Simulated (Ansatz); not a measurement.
# C₁₈Se: nudged elastic band (part 3 of 3)

The same run, continued: C₁₈Se (slab, 19 atoms in the cell); DFT PBEsol, scalar-relativistic, plane waves, PAW, no spin polarisation (Ansatz 0.2.0); cutoff 420 eV, 2×2×1 k-mesh, Gaussian smearing of 0.02 eV. It belongs to a series of runs on one base structure; here: band between the two ends.

Geometry of the input (Å; fractional positions):
```
7.3980  0.0000  0.0000
-3.6990  6.4069  0.0000
0.0000  0.0000  11.0000
C  -0.0050  -0.0052  0.0846
C  0.2206  0.1076  0.0846
C  -0.0070  0.3266  0.1125
C  0.2226  0.4413  0.1125
C  -0.0050  0.6603  0.0847
C  0.2206  0.7731  0.0848
C  0.3317  -0.0041  0.0823
C  0.5522  0.1062  0.0860
C  0.3310  0.3253  0.0915
C  0.5527  0.4389  0.0865
C  0.3311  0.6658  0.0916
C  0.5527  0.7740  0.0865
C  0.6629  -0.0060  0.0864
C  0.8846  0.1021  0.0915
C  0.6629  0.3291  0.0864
C  0.8846  0.4426  0.0916
C  0.6634  0.6618  0.0861
C  0.8839  0.7720  0.0823
Se 0.1079  0.3838  0.2912
```

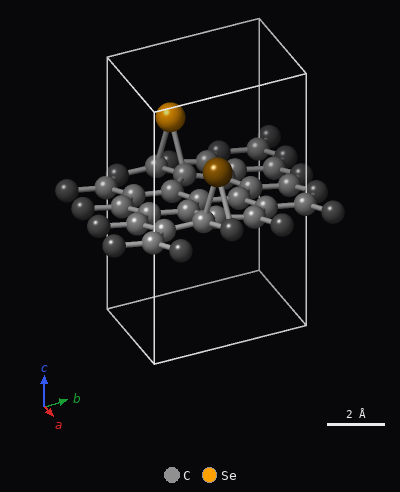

**Figure 1.** The structure as given in the input (ball-and-stick view of the cell of the calculation, with the vacuum cut short, seen slightly off an axis; neighbours outside the cell are drawn fainter).

Output, continued
```
  k-point 3: bands = ["-48.0057", "-47.8941", "-47.8921", "-47.5715", "-47.5715", "-19.7109", "-19.4855", "-18.3378", "-18.2289", "-16.0095", "-15.7884", "-15.7597", "-15.6922", "-14.9580", "-13.9926", "-12.8231", "-12.1424", "-12.0604", "-12.0446", "-11.8331", "-8.8704", "-8.8380", "-8.7198", "-8.6951", "-8.4730", "-8.4452", "-7.5308", "-7.4871", "-7.1591", "-7.1458", "-7.1023", "-6.2046", "-6.0882", "-6.0763", "-5.9236", "-4.9551", "-4.8166", "-4.1452", "-3.5700", "-3.4665", "-3.2629", "-3.0546", "-1.2107", "-1.1976", "-0.3302", "1.3365", "1.8240", "1.9285", "1.9775", "2.3738", "3.9212", "3.9800", "5.1532", "5.2507", "5.3583", "5.6444", "5.7484", "5.8043", "5.9487", "6.3222", "6.5899", "6.8939", "7.0264"]
this run last wrote the band of iteration 7 to [file]; this run last wrote the band within `neb.f_tol` of iteration 6 to [file]
--- NEB band (7 images, 7 band iterations, 516 SCF iterations) ---
  forward barrier  = 0.233047 eV
  backward barrier = -0.000038 eV
  lagrangian_above_aufbau_ev (what the smearing adds, to first order; not taken off the barriers): saddle image -0.000000 eV, end points -0.000000 and -0.000000 eV
  climbing image's point = of a kind that is not told: the force calls were inconclusive, a negative curvature could not be distinguished from the path's own, the only one lies far off the path, or fixed occupations may fill a level only in part (lowest curvatures found: -1.05 and 0.36 eV/Å²)
  energies are F+E_penalty+E_count in eV, relative to image 0
  image     s (Å)  Δ vs image 0  max|band force component| (eV/Å)
      0    0.0000      0.000000                                 —
      1    0.1499      0.019517                          2.711e-3
      2    0.2999      0.082586                          1.271e-2
      3    0.4500      0.159465                          1.694e-2
      4    0.6001      0.212835                          2.466e-2
  *   5    0.7490      0.233047                          1.874e-2
      6    0.7563      0.233084                                 —
  climbing-image geometry (image 5):
  cell:  # Å, volume = 521.3771 Å³
    - [7.398, 0.0, 0.0]
    - [-3.699, 6.406856, 0.0]
    - [0.0, 0.0, 11.0]
  atoms:
    - { symbol: C, position: [0.002960707554912281, 0.004770610705801787, 0.08632737905994677] }
    - { symbol: C, position: [0.22595294500021434, 0.11742435838215357, 0.08514737560667134] }
    - { symbol: C, position: [0.0033917297244480116, 0.3390136324069038, 0.10688305584518172] }
    - { symbol: C, position: [0.22941208900968466, 0.45263796692621244, 0.09439187507520944] }
    - { symbol: C, position: [0.003434475056738495, 0.673065702777626, 0.08641877611339219] }
    - { symbol: C, position: [0.22567822581141894, 0.783531562535348, 0.084305223929658] }
    - { symbol: C, position: [0.3369325165548494, 0.006080449209918529, 0.08318827335329397] }
    - { symbol: C, position: [0.5592209995647128, 0.11738566725833023, 0.0852316531570008] }
    - { symbol: C, position: [0.33767566607814037, 0.33904930671323485, 0.08789777147949572] }
    - { symbol: C, position: [0.5592227545460626, 0.4505936986153411, 0.08689970874208704] }
    - { symbol: C, position: [0.33737107847433084, 0.6731517978059561, 0.0865948658787917] }
    - { symbol: C, position: [0.5595234856390604, 0.7837616867073992, 0.08567594065723919] }
    - { symbol: C, position: [0.6695073305371299, 0.004739668364209182, 0.08645842183206316] }
    - { symbol: C, position: [0.8904304676367769, 0.11299693955429747, 0.09302980226370539] }
    - { symbol: C, position: [0.6691593596912417, 0.33912406184630567, 0.0878642694592991] }
    - { symbol: C, position: [0.8910446364351381, 0.4526903280286553, 0.09421885433939889] }
    - { symbol: C, position: [0.6702280585944109, 0.6726849973699734, 0.08737480280372158] }
    - { symbol: C, position: [0.891973119891416, 0.7837033875320458, 0.08553146427864304] }
    - { symbol: Se, position: [0.006678227532646297, 0.34399783726028665, 0.29656048445853384] }
```

The last band as extended XYZ (Å, eV, eV/Å)
```
19
Lattice="7.3980 0.0000 0.0000 -3.6990 6.4069 0.0000 0.0000 0.0000 11.0000" Properties=species:S:1:pos:R:3:forces:R:3 image=0 energy=-9861.92475
C    -0.0178   -0.0334    0.9303   -0.0083  -0.0128  -0.0001
C     1.2342    0.6893    0.9307    0.0159   0.0079  -0.0062
C    -1.2596    2.0922    1.2371   -0.0038  -0.0068   0.0097
C     0.0142    2.8275    1.2375    0.0042   0.0100   0.0077
C    -2.4796    4.2305    0.9320   -0.0125  -0.0024  -0.0057
C    -1.2276    4.9534    0.9325    0.0098   0.0108  -0.0126
C     2.4691   -0.0263    0.9053   -0.0029  -0.0017   0.0091
C     3.6927    0.6801    0.9465   -0.0174   0.0065   0.0110
C     1.2456    2.0842    1.0068    0.0130  -0.0032  -0.0063
C     2.4656    2.8117    0.9513    0.0060  -0.0123  -0.0076
C    -0.0137    4.2660    1.0081   -0.0058  -0.0011  -0.0090
C     1.2257    4.9588    0.9512    0.0093   0.0119  -0.0041
C     4.9265   -0.0387    0.9503    0.0144  -0.0139   0.0012
C     6.1665    0.6540    1.0067   -0.0089  -0.0049  -0.0108
C     3.6869    2.1086    0.9508   -0.0076  -0.0061  -0.0015
C     4.9068    2.8355    1.0075   -0.0025   0.0073  -0.0078
C     2.4600    4.2398    0.9474    0.0008   0.0080   0.0072
C     3.6836    4.9462    0.9051    0.0009   0.0013   0.0095
Se   -0.6211    2.4587    3.2028   -0.0044   0.0014   0.0163
19
Lattice="7.3980 0.0000 0.0000 -3.6990 6.4069 0.0000 0.0000 0.0000 11.0000" Properties=species:S:1:pos:R:3:forces:R:3 image=1 energy=-9861.90523
C    -0.0130   -0.0193    0.9235   -0.0164  -0.0049  -0.0040
C     1.2380    0.7050    0.9354   -0.0135  -0.0073  -0.0016
C    -1.2616    2.1039    1.2121   -0.0135  -0.0070   0.0271
C     0.0100    2.8382    1.2385   -0.0081  -0.0054   0.0690
C    -2.4760    4.2468    0.9229   -0.0130  -0.0112  -0.0032
C    -1.2233    4.9681    0.9346   -0.0128  -0.0082  -0.0005
C     2.4727   -0.0113    0.9100   -0.0127  -0.0073  -0.0085
C     3.6968    0.6954    0.9433   -0.0140  -0.0077  -0.0066
C     1.2454    2.1005    1.0230   -0.0046  -0.0121   0.0075
C     2.4667    2.8274    0.9629   -0.0132  -0.0094  -0.0070
C    -0.0110    4.2768    1.0220   -0.0137   0.0025   0.0096
C     1.2291    4.9709    0.9624   -0.0150  -0.0057  -0.0060
C     4.9295   -0.0270    0.9424   -0.0150  -0.0046  -0.0083
C     6.1694    0.6655    0.9842   -0.0122  -0.0060  -0.0001
C     3.6876    2.1241    0.9427   -0.0117  -0.0104  -0.0097
C     4.9072    2.8517    0.9839   -0.0117  -0.0069  -0.0008
C     2.4643    4.2550    0.9577   -0.0120  -0.0069  -0.0092
C     3.6877    4.9614    0.9059   -0.0167  -0.0096  -0.0122
Se   -0.7449    2.4041    3.2027    0.2297   0.1281  -0.0358
19
Lattice="7.3980 0.0000 0.0000 -3.6990 6.4069 0.0000 0.0000 0.0000 11.0000" Properties=species:S:1:pos:R:3:forces:R:3 image=2 energy=-9861.84216
C    -0.0084   -0.0055    0.9238   -0.0301  -0.0072  -0.0207
C     1.2403    0.7192    0.9349   -0.0115  -0.0066   0.0004
C    -1.2581    2.1186    1.1967   -0.0378  -0.0125   0.0366
C     0.0085    2.8502    1.2007   -0.0261  -0.0155   0.1805
C    -2.4729    4.2632    0.9228   -0.0215  -0.0236  -0.0189
C    -1.2211    4.9823    0.9331   -0.0094  -0.0078   0.0026
C     2.4746    0.0026    0.9130   -0.0188  -0.0084  -0.0106
C     3.7005    0.7104    0.9453   -0.0172  -0.0105  -0.0072
C     1.2440    2.1180    1.0172   -0.0159  -0.0225   0.0481
C     2.4682    2.8436    0.9652   -0.0183  -0.0168   0.0030
C    -0.0078    4.2861    1.0152   -0.0278  -0.0016   0.0521
C     1.2328    4.9834    0.9639   -0.0246  -0.0060   0.0048
C     4.9322   -0.0141    0.9454   -0.0242  -0.0145  -0.0241
C     6.1725    0.6783    0.9829   -0.0154  -0.0177  -0.0404
C     3.6889    2.1393    0.9463   -0.0235  -0.0118  -0.0280
C     4.9088    2.8672    0.9827   -0.0256  -0.0074  -0.0442
C     2.4677    4.2698    0.9609   -0.0175  -0.0110  -0.0068
C     3.6916    4.9764    0.9112   -0.0283  -0.0140  -0.0273
Se   -0.8707    2.3472    3.2188    0.3936   0.2155  -0.1002
19
Lattice="7.3980 0.0000 0.0000 -3.6990 6.4069 0.0000 0.0000 0.0000 11.0000" Properties=species:S:1:pos:R:3:forces:R:3 image=3 energy=-9861.76528
C    -0.0048    0.0076    0.9277   -0.0183  -0.0105  -0.0287
C     1.2406    0.7316    0.9332   -0.0111  -0.0101  -0.0039
C    -1.2506    2.1359    1.1882   -0.0413  -0.0229   0.0244
C     0.0110    2.8644    1.1461   -0.0218  -0.0086   0.1697
C    -2.4709    4.2792    0.9267   -0.0202  -0.0075  -0.0306
C    -1.2212    4.9956    0.9308   -0.0163  -0.0050  -0.0005
C     2.4740    0.0151    0.9145   -0.0114  -0.0063  -0.0063
C     3.7025    0.7243    0.9458   -0.0156  -0.0066   0.0034
C     1.2424    2.1355    1.0018   -0.0217  -0.0164   0.0543
C     2.4698    2.8590    0.9630   -0.0127  -0.0122   0.0080
C    -0.0044    4.2952    0.9991   -0.0263  -0.0081   0.0589
C     1.2358    4.9964    0.9608   -0.0174  -0.0061   0.0122
C     4.9332   -0.0005    0.9510   -0.0103  -0.0128  -0.0182
C     6.1746    0.6929    0.9931   -0.0285  -0.0036  -0.0507
C     3.6900    2.1526    0.9528   -0.0180  -0.0021  -0.0255
C     4.9112    2.8811    0.9935   -0.0144  -0.0195  -0.0557
C     2.4695    4.2837    0.9613   -0.0252  -0.0123  -0.0043
C     3.6944    4.9909    0.9176   -0.0162  -0.0122  -0.0310
Se   -0.9893    2.2949    3.2428    0.3468   0.1828  -0.0757
19
Lattice="7.3980 0.0000 0.0000 -3.6990 6.4069 0.0000 0.0000 0.0000 11.0000" Properties=species:S:1:pos:R:3:forces:R:3 image=4 energy=-9861.71191
C    -0.0012    0.0203    0.9349   -0.0066  -0.0015  -0.0239
C     1.2395    0.7429    0.9326   -0.0103  -0.0075  -0.0075
C    -1.2403    2.1545    1.1813   -0.0215  -0.0214   0.0033
C     0.0166    2.8805    1.0898   -0.0130  -0.0032   0.0860
C    -2.4692    4.2951    0.9347   -0.0120   0.0079  -0.0310
C    -1.2231    5.0081    0.9291   -0.0140  -0.0068  -0.0015
C     2.4724    0.0270    0.9151   -0.0004   0.0000  -0.0018
C     3.7034    0.7376    0.9436   -0.0111  -0.0047   0.0093
C     1.2413    2.1534    0.9835   -0.0109  -0.0097   0.0293
C     2.4716    2.8735    0.9593   -0.0059  -0.0061   0.0058
C    -0.0005    4.3045    0.9790   -0.0147   0.0021   0.0380
C     1.2384    5.0097    0.9549   -0.0101  -0.0073   0.0158
C     4.9333    0.0142    0.9552    0.0034  -0.0013   0.0021
C     6.1752    0.7088    1.0085   -0.0225   0.0002  -0.0315
C     3.6916    2.1643    0.9595   -0.0072   0.0052  -0.0112
C     4.9143    2.8927    1.0112   -0.0034  -0.0156  -0.0334
C     2.4703    4.2969    0.9612   -0.0165  -0.0052  -0.0021
C     3.6974    5.0053    0.9262   -0.0046  -0.0117  -0.0248
Se   -1.1064    2.2452    3.2603    0.1814   0.0864  -0.0208
19
Lattice="7.3980 0.0000 0.0000 -3.6990 6.4069 0.0000 0.0000 0.0000 11.0000" Properties=species:S:1:pos:R:3:forces:R:3 image=5 energy=-9861.69170
C     0.0043    0.0306    0.9496   -0.0096   0.0038  -0.0037
C     1.2372    0.7523    0.9366    0.0055   0.0067  -0.0006
C    -1.2289    2.1720    1.1757   -0.0085  -0.0014   0.0011
C     0.0229    2.9000    1.0383    0.0013  -0.0077   0.0041
C    -2.4643    4.3122    0.9506   -0.0092  -0.0084  -0.0004
C    -1.2287    5.0200    0.9274    0.0139   0.0036  -0.0003
C     2.4701    0.0390    0.9151   -0.0015  -0.0010   0.0000
C     3.7029    0.7521    0.9375    0.0038  -0.0031  -0.0003
C     1.2440    2.1722    0.9669   -0.0062  -0.0055  -0.0013
C     2.4704    2.8869    0.9559    0.0090  -0.0032   0.0002
C     0.0059    4.3128    0.9525   -0.0074   0.0056   0.0011
C     1.2402    5.0214    0.9424    0.0015   0.0060   0.0005
C     4.9355    0.0304    0.9510   -0.0107  -0.0069   0.0013
C     6.1694    0.7240    1.0233    0.0189  -0.0029  -0.0021
C     3.6960    2.1727    0.9665   -0.0094   0.0037   0.0007
C     4.9174    2.9003    1.0364    0.0010   0.0112  -0.0076
C     2.4701    4.3098    0.9611    0.0028   0.0021   0.0007
C     3.6999    5.0211    0.9408    0.0003  -0.0030  -0.0007
Se   -1.2230    2.2039    3.2622    0.0046   0.0003   0.0072
19
Lattice="7.3980 0.0000 0.0000 -3.6990 6.4069 0.0000 0.0000 0.0000 11.0000" Properties=species:S:1:pos:R:3:forces:R:3 image=6 energy=-9861.69166
C     0.0005    0.0411    0.9489   -0.0007  -0.0010  -0.0001
C     1.2332    0.7629    0.9353    0.0014   0.0002  -0.0002
C    -1.2330    2.1829    1.1746    0.0000  -0.0022   0.0005
C     0.0187    2.9108    1.0353   -0.0003   0.0008   0.0008
C    -2.4681    4.3230    0.9499   -0.0010  -0.0004  -0.0003
C    -1.2330    5.0306    0.9259    0.0000   0.0026  -0.0001
C     2.4660    0.0495    0.9134    0.0000   0.0001   0.0001
C     3.6988    0.7629    0.9353   -0.0014   0.0002  -0.0002
C     1.2400    2.1831    0.9647    0.0005  -0.0003   0.0005
C     2.4660    2.8976    0.9539    0.0000  -0.0020   0.0001
C     0.0021    4.3230    0.9499    0.0010  -0.0004  -0.0003
C     1.2362    5.0320    0.9400   -0.0001   0.0013  -0.0001
C     4.9315    0.0411    0.9489    0.0007  -0.0010  -0.0001
C     6.1650    0.7347    1.0226    0.0000  -0.0003  -0.0010
C     3.6920    2.1831    0.9647   -0.0005  -0.0003   0.0005
C     4.9133    2.9108    1.0353    0.0002   0.0008   0.0008
C     2.4660    4.3205    0.9594    0.0000   0.0001   0.0001
C     3.6958    5.0320    0.9400    0.0001   0.0013  -0.0001
Se   -1.2330    2.2113    3.2617    0.0000   0.0005  -0.0012
```

Results in brief

| quantity | value |
| --- | --- |
| outcome | converged |
| barrier, forward | 0.233 eV |
| barrier, backward | 0.000 eV |
| electrons treated | 88 |
| wall time | 7.9 min |
| peak memory | 1 GiB |

Remarks

The k-point mesh is coarse for a cell of this size, so the results may not be converged.
